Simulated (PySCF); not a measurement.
```xyz
12

F     1.6411    0.7491    1.3282
C     1.4648    0.3001    0.0496
C     0.3988   -0.8048    0.0431
F     0.3828   -1.3491   -1.2237
C    -0.9675   -0.3001    0.4150
C    -1.6567    0.5448   -0.3301
F    -2.8647    0.9874   -0.0241
F    -1.2623    1.0819   -1.4712
H     1.1600    1.1505   -0.5666
H     2.4218   -0.0992   -0.3004
H     0.6970   -1.6102    0.7248
H    -1.4139   -0.6512    1.3293
```

Geometry: GFN2-xTB.

Computed with PBE0/pcSseg-1, SCF density, gas phase, non-relativistic in PySCF.

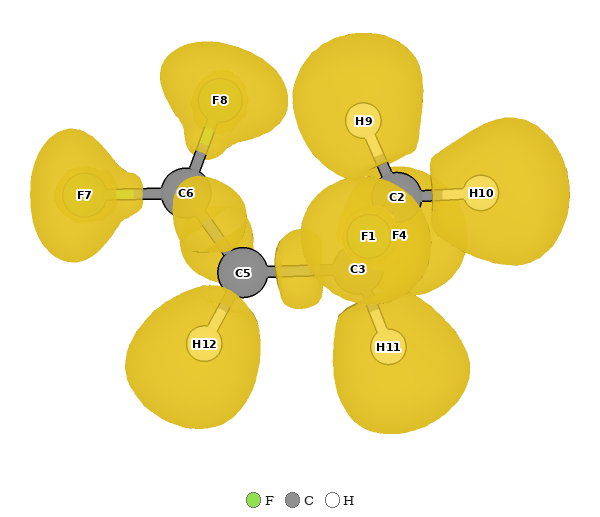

C₄H₄F₄. Isosurface of the electron localisation function at 0.75 (yellow), seen at a tilt. Core shells and regions of very low density are left out.

Question: Where are the electrons localised?

Answer: At this value the surface marks out three regions between bonded C–C atoms (shared pairs), four regions around hydrogen nuclei and four regions on F in which the atom's valence shell and bonds are merged.

Values along the shortest contacts:
C–C (1.32 Å): the ELF peaks at about 0.90 between the atoms (a short, multiple covalent bond). C–F (1.32 Å): the ELF peaks at about 0.85 between the atoms, as expected for a shared but strongly polarised pair.
